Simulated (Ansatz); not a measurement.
# NaCl (SMILES [Na][Cl]): r2SCAN/STO-3G

Aim: the energy change on altering one bond length of NaCl at r2SCAN/STO-3G, from 2 runs. 

The results are computed with Ansatz 0.2.0.

27 further runs of the same task are left out: 3 that didn't finish, 24 set aside as unsound or not needed.

## Step 1: Starting point

The species is NaCl (2 atoms), meant as a singlet with charge 0. As SMILES, `[Na][Cl]`. The coordinates come from a PBE0-D4/def2-TZVP relaxation.

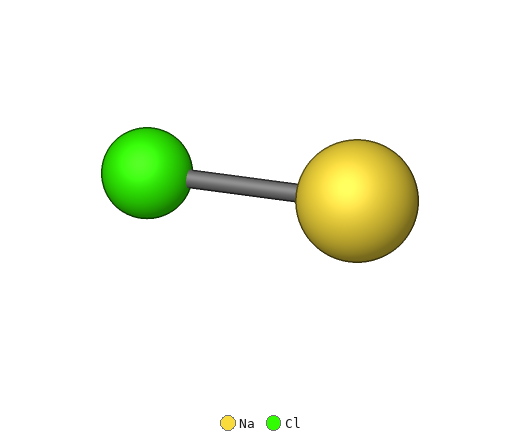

The structure, seen from a chosen angle (sodium yellow, chlorine green).

## Step 2: The energy at r2SCAN/STO-3G

File in.yaml:

```yaml
basis:
  gaussian:
    orbitals: STO-3G
crystal:
  periodic: [false, false, false]
  atoms:
    - symbol: Na
      position_ang: [-0.989600, 0.304100, -0.517000]
    - symbol: Cl
      position_ang: [1.019100, -0.364200, 0.521000]
accuracy: high
hamiltonian:
  xc: {name: r2SCAN}
```

Launch:

```bash
$ ansatz run in.yaml --threads 1 --pin off --max-ram 2610MiB --events-out events.jsonl --progress --plain --runs-dir runs
```

The program printed:

```text
Warning: RAYON_NUM_THREADS=1 ignored (pool sized by the plan → 1); use --threads N
Functional definition: r2SCAN
  name "r2SCAN"
  parameter k0 = 0.174
  parameter k1 = 0.065
  parameter a1 = 4.9479
  exchange = r2scan_x(k0 = k0, k1 = k1, a1 = a1)
  correlation = r2scan_c
293 factors; integrals over basis functions are off by at most 5.8e-9 eV
mean field evaluation 1: about -16747.1758 eV, gradient 2.0e1 eV
mean field evaluation 2: about -16747.7548 eV, gradient 1.5e1 eV
mean field evaluation 4: about -16748.3230 eV, gradient 3.0e-2 eV
mean field evaluation 8: about -16748.3246 eV, gradient 8.8e-4 eV
mean field -16748.32463065 eV, -615.4895777544 hartree, gradient 4.0e-9 eV, S^2 0.000000; 0 other end points of the search recorded, 0 dependent functions left out
reference -16748.32463093 eV, -615.4895777646 hartree; 14, 14 occupied and 4, 4 virtual orbitals, 293 factors
Total energy: -16748.32463093 eV, -615.4895777646 hartree
```

Wall time 1.2 s (1 thread of Intel Xeon 6975P-C (Granite Rapids), shared host); peak memory 0.15 GiB.

## Step 3: The distorted shape

File molecule.yaml:

```yaml
crystal:
  periodic: [false, false, false]
  atoms:
    - {symbol: Na, position_ang: [-1.491795, 0.471182, -0.776510]}
    - {symbol: Cl, position_ang: [1.019100, -0.364200, 0.521000]}
basis:
  gaussian: {orbitals: STO-3G}
hamiltonian: {xc: {name: r2SCAN}}
accuracy: high
```

Launch:

```bash
$ ansatz run molecule.yaml --threads 1 --pin off --max-ram 2610MiB --events-out events.jsonl --progress --plain --runs-dir runs
```

The program printed (excerpt; [...] marks lines left out):

```text
Warning: RAYON_NUM_THREADS=1 ignored (pool sized by the plan → 1); use --threads N
[... 7 set-up lines as earlier in the session ...]
279 factors; integrals over basis functions are off by at most 7.3e-9 eV
mean field evaluation 1: about -16745.6685 eV, gradient 2.0e1 eV
mean field evaluation 2: about -16745.3366 eV, gradient 2.0e1 eV
mean field evaluation 4: about -16746.7552 eV, gradient 1.5e-1 eV
mean field evaluation 8: about -16746.7584 eV, gradient 2.2e-3 eV
mean field -16746.75841975 eV, -615.4320205654 hartree, gradient 1.2e-8 eV, S^2 0.000000; 0 other end points of the search recorded, 0 dependent functions left out
reference -16746.75842005 eV, -615.4320205762 hartree; 14, 14 occupied and 4, 4 virtual orbitals, 279 factors
Total energy: -16746.75842005 eV, -615.4320205762 hartree
```

Wall time 1.1 s (1 thread of Intel Xeon 6975P-C (Granite Rapids), shared host); peak memory 0.15 GiB.

## Step 4: Results

Level: r2SCAN/STO-3G.

| quantity | value |
| --- | --- |
| first shape: total energy | -615.48958 Eh |
| distorted shape: total energy | -615.43202 Eh |
| energy change with the Na1–Cl2 bond stretched from 2.358 to 2.947 Å | 1.566 eV |

With the Na1–Cl2 bond stretched from 2.358 to 2.947 Å the energy rises by 1.57 eV (36 kcal/mol). The first shape isn't relaxed at this level, so the change isn't measured from a minimum. The minimal basis adds a large error of its own.
